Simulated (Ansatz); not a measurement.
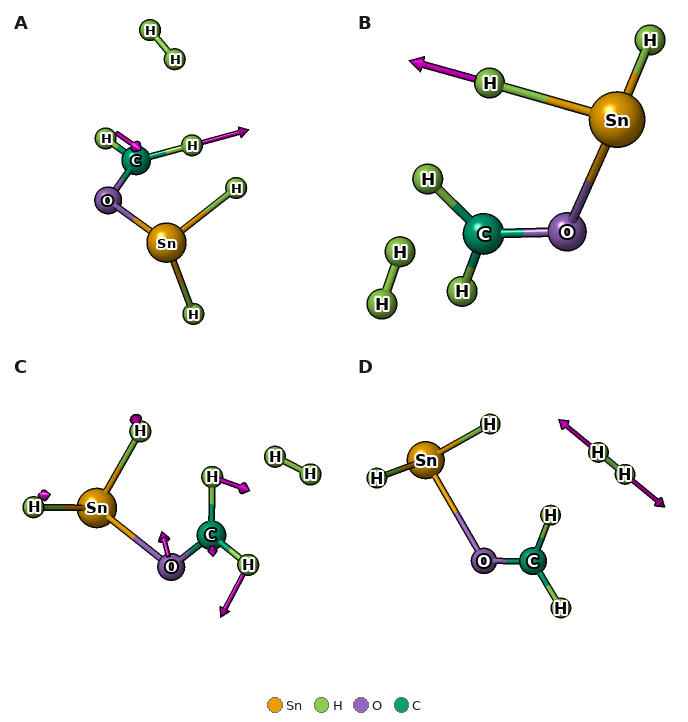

4 normal modes of one molecule or complex, as arrows. Harmonic vibrations computed with RKS PBE0-D4/def2-TZVP, core potentials on Sn (Ansatz 0.2.0) at a stationary point of the same level.

Match the panels to the wavenumbers 253 cm⁻¹, 1645 cm⁻¹, 3081 cm⁻¹, 4386 cm⁻¹.

A: 3081 cm⁻¹, out-of-phase stretching of 2 C–H bonds
B: 1645 cm⁻¹, Sn–H stretching
C: 253 cm⁻¹
D: 4386 cm⁻¹, H–H stretching
